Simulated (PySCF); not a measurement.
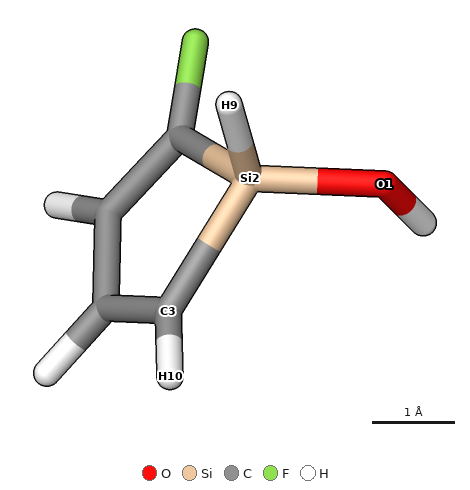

The input geometry (stick view, seen at a tilt; atoms are numbered from 1 in the order of the input). Bond lengths as drawn: C–C 1.32 to 1.44 Å, C–F 1.36 Å, C–H 1.06 to 1.10 Å, C–Si 1.90 to 1.92 Å, H–O 0.98 Å, H–Si 1.46 Å and O–Si 1.65 Å.

# Geometry relaxation of C4H5FOSi

System: C4H5FOSi.
Method: PBE0-D3(BJ)/def2-SVP geometry optimisation, gas phase (PySCF 2.14.0).

## Input
```
{"job": {"xc": "PBE0", "basis": "def2-SVP", "d3": "d3bj", "grid": 1, "shake": 0.01, "kind": "geom"}, "charge": 0, "multiplicity": 1}
O      2.160460    -1.338910    -0.038350
Si     0.590940    -1.033310     0.365910
C     -0.667780    -0.659390    -1.013880
C     -1.171030     0.548040    -0.819320
C     -0.741250     1.313020     0.317260
C      0.203200     0.716840     1.047100
F      0.755540     1.280620     2.148880
H      2.664550    -0.712500    -0.592760
H      0.294350    -2.116210     1.293160
H     -0.947900    -1.296020    -1.811420
H     -1.970100     0.968900    -1.450060
H     -1.131310     2.300660     0.544450
```

The first line tells a small driver script what to run in PySCF; the rest is the geometry in Å.

Hardware: 1 CPU thread, shared host.

Launched with:
```bash
OMP_NUM_THREADS=1 python <driver script> task.json out
```

## Log
```
step   0  E = -619.17063775  max force = 0.030757
step   1  E = -619.17649334  max force = 0.004246
step   2  E = -619.17680772  max force = 0.002082
step   3  E = -619.17690973  max force = 0.002277
step   4  E = -619.17693457  max force = 0.001479
step   5  E = -619.17694796  max force = 0.001231
step   6  E = -619.17696750  max force = 0.000321
step   7  E = -619.17697525  max force = 0.000280
optimisation converged
```

## Trajectory as extended XYZ (Å, eV, eV/Å), 8 frames, from step=0 to step=7
```
12
Properties=species:S:1:pos:R:3:forces:R:3 step=0 energy=-16848.49124
O     2.1605   -1.3389   -0.0384    0.8190   0.4478  -0.5648
Si    0.5909   -1.0333    0.3659   -0.5455   1.0663  -0.6181
C    -0.6678   -0.6594   -1.0139    1.4702  -1.2362   0.8087
C    -1.1710    0.5480   -0.8193   -1.5816   0.5692  -0.8935
C    -0.7412    1.3130    0.3173    0.5089   0.8095   0.9023
C     0.2032    0.7168    1.0471    0.9517   0.0103   1.3694
F     0.7555    1.2806    2.1489   -0.4024  -0.3184  -0.7436
H     2.6646   -0.7125   -0.5928   -0.5311  -0.4709   0.4328
H     0.2944   -2.1162    1.2932   -0.3111  -0.3643   0.3412
H    -0.9479   -1.2960   -1.8114   -0.4660  -0.6921  -1.0459
H    -1.9701    0.9689   -1.4501    0.2016  -0.0541  -0.0382
H    -1.1313    2.3007    0.5444   -0.1136   0.2328   0.0495
12
Properties=species:S:1:pos:R:3:forces:R:3 step=1 energy=-16848.65057
O     2.1855   -1.2496   -0.1198   -0.0415   0.0802   0.0035
Si    0.6246   -0.9876    0.3969   -0.1756  -0.0237  -0.1258
C    -0.6363   -0.7374   -0.9704    0.0893  -0.0181   0.0303
C    -1.1771    0.4874   -0.7916   -0.0117  -0.0910   0.1342
C    -0.7164    1.3056    0.3544    0.0112   0.0245  -0.0792
C     0.2472    0.7407    1.1010   -0.0761  -0.0268  -0.2183
F     0.7842    1.3347    2.1564    0.0990   0.0025   0.1439
H     2.4450   -0.6695   -0.8451    0.0802  -0.0837   0.0504
H     0.3060   -2.0541    1.3802    0.0802  -0.0348  -0.0092
H    -0.9405   -1.3940   -1.7931    0.0454   0.0759   0.1155
H    -1.9530    0.8963   -1.4443   -0.0689   0.0488  -0.0609
H    -1.1319    2.2952    0.5566   -0.0314   0.0462   0.0155
12
Properties=species:S:1:pos:R:3:forces:R:3 step=2 energy=-16848.65913
O     2.1891   -1.2566   -0.1109   -0.0666   0.0334   0.0254
Si    0.6224   -0.9884    0.3862   -0.0177   0.0238  -0.0750
C    -0.6373   -0.7283   -0.9680   -0.0322  -0.0134  -0.0442
C    -1.1947    0.4883   -0.7819   -0.0060   0.0089   0.0033
C    -0.7215    1.3176    0.3505    0.0365  -0.0789   0.0076
C     0.2492    0.7431    1.0824   -0.0567   0.1071   0.0113
F     0.7974    1.3252    2.1425    0.0602  -0.0037   0.0402
H     2.4808   -0.6875   -0.8308    0.0519  -0.0320   0.0195
H     0.3146   -2.0600    1.3675    0.0326  -0.0050  -0.0037
H    -0.9418   -1.3832   -1.7868   -0.0128  -0.0067   0.0123
H    -1.9817    0.8913   -1.4303    0.0034  -0.0155   0.0040
H    -1.1393    2.3064    0.5607    0.0075  -0.0179  -0.0009
12
Properties=species:S:1:pos:R:3:forces:R:3 step=3 energy=-16848.66191
O     2.1890   -1.2598   -0.1034   -0.0515  -0.0018   0.0054
Si    0.6181   -0.9813    0.3725    0.1171   0.0060   0.0084
C    -0.6468   -0.7250   -0.9752   -0.0097   0.0139   0.0195
C    -1.2090    0.4869   -0.7760    0.0152   0.0261  -0.0322
C    -0.7221    1.3169    0.3503   -0.0187   0.0636   0.0806
C     0.2577    0.7516    1.0757    0.0014  -0.0461   0.0226
F     0.8203    1.3270    2.1349   -0.0454  -0.0139  -0.1042
H     2.5171   -0.7022   -0.8151    0.0224   0.0072   0.0006
H     0.3217   -2.0555    1.3540   -0.0231   0.0001   0.0044
H    -0.9582   -1.3812   -1.7881   -0.0296  -0.0336  -0.0286
H    -2.0068    0.8875   -1.4140    0.0225  -0.0169   0.0360
H    -1.1440    2.3029    0.5655   -0.0007  -0.0045  -0.0124
12
Properties=species:S:1:pos:R:3:forces:R:3 step=4 energy=-16848.66258
O     2.1917   -1.2615   -0.1029   -0.0304  -0.0034  -0.0007
Si    0.6203   -0.9802    0.3664    0.0760  -0.0119  -0.0109
C    -0.6510   -0.7257   -0.9769    0.0354   0.0243   0.0534
C    -1.2105    0.4867   -0.7709   -0.0701   0.0343  -0.0629
C    -0.7261    1.3206    0.3537    0.0170  -0.0494   0.0013
C     0.2586    0.7522    1.0688    0.0222   0.0051   0.0622
F     0.8292    1.3284    2.1218   -0.0078  -0.0046  -0.0336
H     2.5340   -0.7058   -0.8093    0.0048   0.0121   0.0025
H     0.3239   -2.0535    1.3495   -0.0236   0.0069   0.0055
H    -0.9707   -1.3832   -1.7868   -0.0172  -0.0021  -0.0076
H    -2.0133    0.8843   -1.4027   -0.0093  -0.0040   0.0041
H    -1.1491    2.3055    0.5704    0.0031  -0.0072  -0.0133
12
Properties=species:S:1:pos:R:3:forces:R:3 step=5 energy=-16848.66295
O     2.1959   -1.2627   -0.1047   -0.0103  -0.0116  -0.0146
Si    0.6255   -0.9802    0.3633    0.0039   0.0195  -0.0067
C    -0.6538   -0.7226   -0.9738   -0.0196  -0.0237  -0.0606
C    -1.2185    0.4883   -0.7712    0.0419  -0.0467   0.0633
C    -0.7272    1.3170    0.3545   -0.0207   0.0073  -0.0384
C     0.2621    0.7508    1.0647    0.0012   0.0018   0.0038
F     0.8381    1.3318    2.1100    0.0232   0.0217   0.0424
H     2.5470   -0.7040   -0.8046   -0.0070   0.0105   0.0080
H     0.3245   -2.0520    1.3472   -0.0121   0.0052  -0.0064
H    -0.9802   -1.3828   -1.7801    0.0075   0.0043   0.0113
H    -2.0271    0.8825   -1.3964   -0.0144   0.0004  -0.0085
H    -1.1491    2.3017    0.5724    0.0064   0.0114   0.0064
12
Properties=species:S:1:pos:R:3:forces:R:3 step=6 energy=-16848.66348
O     2.1954   -1.2618   -0.1074    0.0025  -0.0130  -0.0096
Si    0.6260   -0.9790    0.3621    0.0011   0.0102  -0.0022
C    -0.6535   -0.7245   -0.9751    0.0010  -0.0090  -0.0157
C    -1.2192    0.4849   -0.7679    0.0113  -0.0099   0.0165
C    -0.7258    1.3169    0.3543   -0.0099  -0.0002  -0.0097
C     0.2643    0.7524    1.0654   -0.0057  -0.0071  -0.0084
F     0.8410    1.3343    2.1104    0.0106   0.0104   0.0131
H     2.5459   -0.6997   -0.8048   -0.0031   0.0094   0.0053
H     0.3220   -2.0509    1.3449   -0.0052   0.0026  -0.0020
H    -0.9807   -1.3849   -1.7807    0.0019   0.0024   0.0100
H    -2.0308    0.8778   -1.3909   -0.0073  -0.0001   0.0003
H    -1.1473    2.3023    0.5708    0.0028   0.0044   0.0024
12
Properties=species:S:1:pos:R:3:forces:R:3 step=7 energy=-16848.66369
O     2.1969   -1.2615   -0.1119    0.0133  -0.0144  -0.0058
Si    0.6284   -0.9774    0.3585   -0.0082   0.0052   0.0033
C    -0.6546   -0.7257   -0.9754    0.0058   0.0018   0.0048
C    -1.2234    0.4813   -0.7632   -0.0057   0.0053  -0.0055
C    -0.7258    1.3162    0.3549   -0.0017  -0.0027   0.0025
C     0.2681    0.7541    1.0627   -0.0051  -0.0051  -0.0107
F     0.8495    1.3385    2.1042    0.0022   0.0023   0.0003
H     2.5506   -0.6935   -0.8028   -0.0017   0.0093   0.0015
H     0.3214   -2.0490    1.3405    0.0022   0.0002   0.0009
H    -0.9856   -1.3877   -1.7777   -0.0007  -0.0008   0.0048
H    -2.0415    0.8707   -1.3802   -0.0011  -0.0007   0.0031
H    -1.1470    2.3019    0.5714    0.0006  -0.0006   0.0007
```

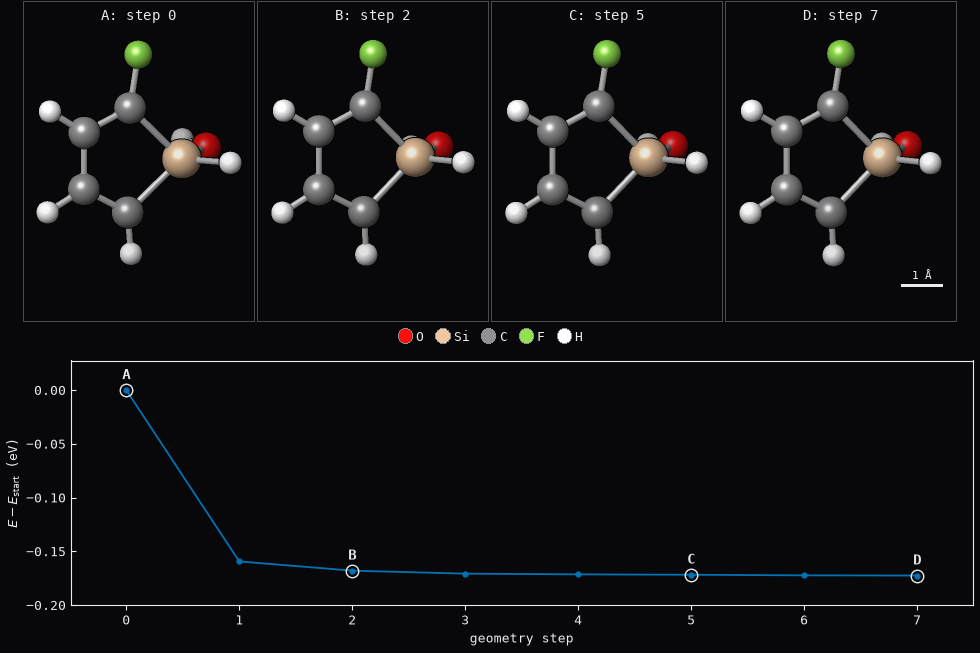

Frames of the relaxation (ball-and-stick view, seen at a tilt) above the curves, on which the letters mark them (steps are counted from 0).

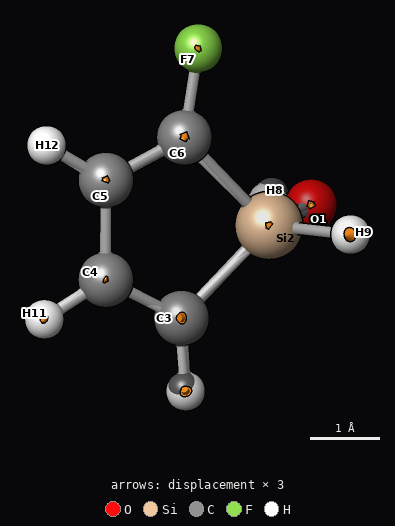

Start (faint) and end (solid) with the displacements as orange arrows, magnified 3 times (ball-and-stick view, seen at a tilt). The two geometries are laid on each other by the best rigid fit. After 7 geometry steps the energy has fallen by 0.172 eV. Largest force component: 1.6 eV/Å at the start, 0.014 eV/Å at the end. H8 moves most after the best rigid fit: 0.13 Å. Largest moves by element: H 0.13 Å, C 0.06 Å, O 0.04 Å, Si 0.04 Å, F 0.03 Å. Distances before and after: C4–C5 1.436 → 1.481 Å, Si2–C3 1.905 → 1.868 Å, C3–H10 1.058 → 1.092 Å, Si2–H9 1.456 → 1.486 Å. Among the angles that change: Si2–O1–H8 120.8° → 116.7°, C3–Si2–C6 86.8° → 90.7°, Si2–C3–H10 127.1° → 130.7°. (Atoms are counted from 1 in the order of the input.)

## Key numbers

| quantity | value |
| --- | --- |
| outcome | converged |
| total energy | −619.176975 hartree |
| dipole moment | 2.19 D |
| point group | C1 |
| wall time | 58 s |
| peak memory | 0.54 GiB |
